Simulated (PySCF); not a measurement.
# GaNH4SO (SMILES [NH2][Ga]([OH])[SH]) at MP2/6-31G(d,p) (spherical functions)

What is the vertical ionisation energy of GaNH4SO at MP2/6-31G** (spherical functions)? The job is set up through a Python script.

The calculation is run with PySCF 2.14.0.

**1. Starting point**

GaNH4SO has 8 atoms, charge 0, and is taken as a singlet. SMILES: `[NH2][Ga]([OH])[SH]`. Geometry: a GFN2-xTB relaxation, a rough one for these elements and not checked as a minimum. This is one conformer, not always the lowest.

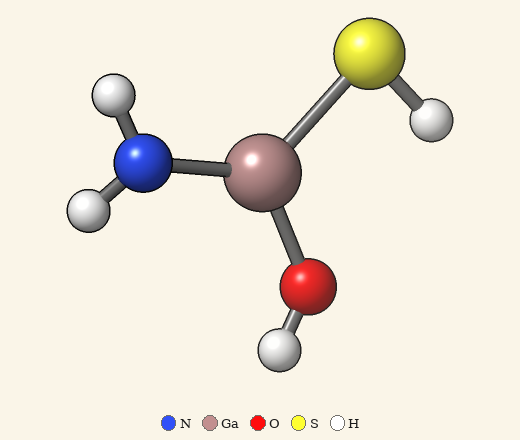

Viewed from a chosen angle; nitrogen blue, gallium pink, oxygen red, sulfur yellow, hydrogen white.

**2. A single-point energy at MP2/6-31G(d,p) (spherical functions)**

input.py

```python
from pyscf import gto, mp

mol = gto.M(
    atom='''
N      3.012639     0.217035     1.001895
Ga    -0.335559     0.235762     0.023452
O     -1.493148    -1.992471    -2.117060
S     -3.229485     3.083296     0.983584
H      3.938492    -1.455354     1.137596
H      3.532824     1.326455     2.472083
H     -0.603692    -3.329282    -2.936616
H     -4.822071     1.914538    -0.564915
''',
    max_memory=1860,
    basis='6-31g**',
    verbose=3,
    unit='bohr',
)

mf = mol.RHF()
mf.conv_tol = 1e-10
mf.kernel()
if not mf.converged:
    mf = mf.newton().run(mf.mo_coeff, mf.mo_occ)

pt = mp.MP2(mf, frozen=16).run()
energy = pt.e_tot
print(f'total energy: {energy:.8f} hartree')
```

Launch:

```
OMP_NUM_THREADS=1 python input.py
```

Output:

```text
converged SCF energy = -2452.20695949629
E(RMP2) = -2452.93386172903  E_corr = -0.726902232731816
E(SCS-RMP2) = -2452.90123805721  E_corr = -0.694278560911396
total energy: -2452.93386173 hartree
```

Wall time 4.2 s (1 thread of Arm Neoverse V1, shared host); peak memory 0.26 GiB.

**3. The doublet cation**

run.py

```python
from pyscf import gto, mp

mol = gto.Mole()
mol.atom = '''
N    1.594220   0.114850   0.530180
Ga  -0.177570   0.124760   0.012410
O   -0.790140  -1.054370  -1.120300
S   -1.708970   1.631610   0.520490
H    2.084160  -0.770140   0.601990
H    1.869490   0.701930   1.308170
H   -0.319460  -1.761780  -1.553990
H   -2.551730   1.013130  -0.298940
'''
mol.charge = 1
mol.verbose = 3
mol.basis = '6-31g**'
mol.max_memory = 1860
mol.spin = 1
mol.build()

calc0 = mol.UHF()
calc0.conv_tol = 1e-10
calc0.kernel()
if not calc0.converged:
    calc0 = calc0.newton().run(calc0.mo_coeff, calc0.mo_occ)

pt = mp.MP2(calc0, frozen=16).run()
e_final = pt.e_tot
print('E = %.10f Eh' % e_final)
```

Launch:

```
OMP_NUM_THREADS=1 python run.py
```

Output:

```text
converged SCF energy = -2451.89362027271  <S^2> = 0.75968515  2S+1 = 2.0096618
E(UMP2) = -2452.57864741813  E_corr = -0.685027145418133
E(SCS-UMP2) = -2452.54867963675  E_corr = -0.655059364035196
E = -2452.5786474181 Eh
```

Run time: 6.6 s. Hardware: 1 thread of Arm Neoverse V1, shared host; peak memory 0.28 GiB.

**4. Results**

At MP2/6-31G** (spherical functions), 16 core orbitals frozen:

```
                                                                  quantity           value
                                             singlet GaNH4SO: total energy  -2452.93386 Eh
                     singlet GaNH4SO: dipole moment (Hartree–Fock density)          2.81 D
                      singlet GaNH4SO: HOMO energy (Hartree–Fock orbitals)       -10.21 eV
                      singlet GaNH4SO: LUMO energy (Hartree–Fock orbitals)         2.41 eV
                    singlet GaNH4SO: HOMO–LUMO gap (Hartree–Fock orbitals)        12.62 eV
             singlet GaNH4SO: correlation energy (16 core orbitals frozen)      -726.9 mEh
                                              doublet cation: total energy  -2452.57865 Eh
doublet cation: HOMO energy (Hartree–Fock orbitals) (highest over α and β)       -14.68 eV
 doublet cation: LUMO energy (Hartree–Fock orbitals) (lowest over α and β)        -6.69 eV
              doublet cation: correlation energy (16 core orbitals frozen)      -685.0 mEh
                         doublet cation: ⟨S²⟩ of the reference determinant           0.760
                        vertical ionisation energy (to the doublet cation)        9.666 eV
```

**Reading.** The vertical ionisation energy comes to 9.67 eV (223 kcal/mol). Mulliken charges (singlet GaNH4SO) of the mean-field density run from -0.85 on N1 to +0.89 on Ga2; they depend strongly on the basis. Mulliken charges (doublet cation) of the mean-field density run from -0.77 on O3 to +0.89 on Ga2; they depend strongly on the basis.
